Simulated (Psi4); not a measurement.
Intermolecular potential of C3H8 ··· CS2 (SMILES CCC and S=C=S). Monomers: optimised at B3LYP-D3(BJ) (def2-TZVP), held rigid. Orientation: lowest of the rigid-body minima from ten starts at GFN2-xTB. The monomers approach along the line of their centres of mass (distance R); nothing else relaxes.

Method: SAPT0/jun-cc-pVDZ, frozen core run with Psi4 1.11.

Components in kcal/mol:

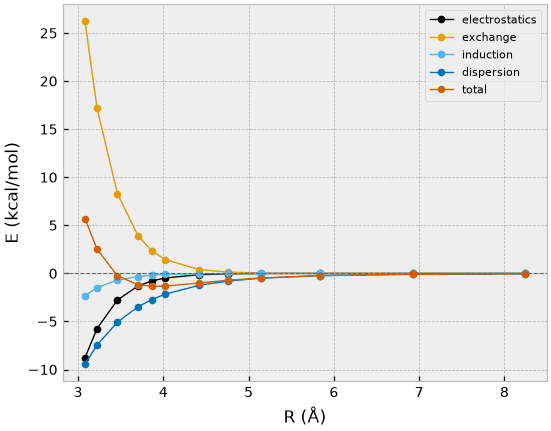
Fig. 1. Components of the interaction energy.

```json
[
 {"R / Å": "3.08", "electrostatics": "-8.77", "exchange": "26.22", "induction": "-2.31", "dispersion": "-9.44", "total": "5.71"},
 {"R / Å": "3.22", "electrostatics": "-5.75", "exchange": "17.24", "induction": "-1.49", "dispersion": "-7.47", "total": "2.53"},
 {"R / Å": "3.46", "electrostatics": "-2.77", "exchange": "8.29", "induction": "-0.70", "dispersion": "-5.07", "total": "-0.24"},
 {"R / Å": "3.70", "electrostatics": "-1.32", "exchange": "3.94", "induction": "-0.32", "dispersion": "-3.49", "total": "-1.19"},
 {"R / Å": "3.86", "electrostatics": "-0.80", "exchange": "2.38", "induction": "-0.19", "dispersion": "-2.74", "total": "-1.34"},
 {"R / Å": "4.02", "electrostatics": "-0.48", "exchange": "1.43", "induction": "-0.11", "dispersion": "-2.16", "total": "-1.32"},
 {"R / Å": "4.42", "electrostatics": "-0.13", "exchange": "0.40", "induction": "-0.03", "dispersion": "-1.24", "total": "-1.00"},
 {"R / Å": "4.76", "electrostatics": "-0.04", "exchange": "0.13", "induction": "-0.01", "dispersion": "-0.79", "total": "-0.71"},
 {"R / Å": "5.14", "electrostatics": "-0.01", "exchange": "0.04", "induction": "0.00", "dispersion": "-0.50", "total": "-0.48"},
 {"R / Å": "5.83", "electrostatics": "0.00", "exchange": "0.00", "induction": "0.00", "dispersion": "-0.23", "total": "-0.23"},
 {"R / Å": "6.92", "electrostatics": "0.00", "exchange": "0.00", "induction": "0.00", "dispersion": "-0.08", "total": "-0.08"},
 {"R / Å": "8.24", "electrostatics": "0.00", "exchange": "0.00", "induction": "0.00", "dispersion": "-0.03", "total": "-0.03"}
]
```
